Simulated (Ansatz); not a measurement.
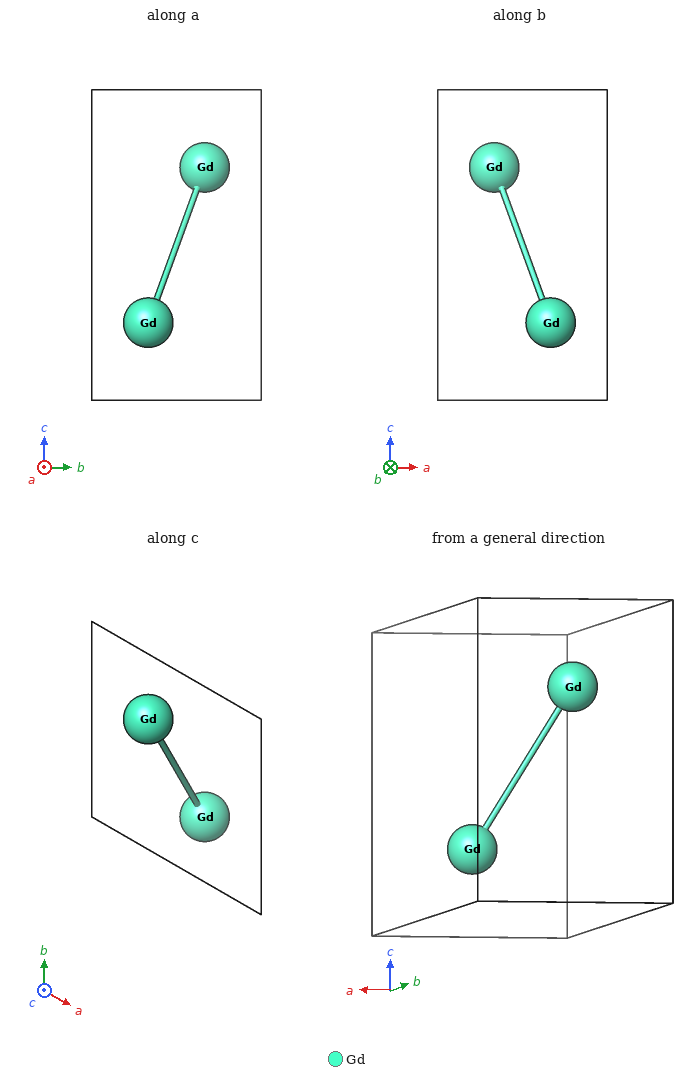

View along the a axis, along the b axis, along the c axis and from a general direction, drawn as a ball-and-stick model. The parallelepiped is the conventional unit cell.

Unit-cell dimensions: a = 3.64 Å, b = 3.64 Å, c = 5.78 Å, α = 90.00°, β = 90.00°, γ = 120.00°.

Q: Determine the atoms per cell.

A: 2 (gadolinium), counting shared atoms by their share.

Q: Which space group does it belong to?

A: P6_3/mmc (No. 194), with Gd on 2d.

Q: Describe the connectivity.

A: The bonds build a three-dimensional framework.

Provenance: the standard structure of this element. Earlier steps of the study may have refined or changed the cell and positions. A calculation with Ansatz used it as input.
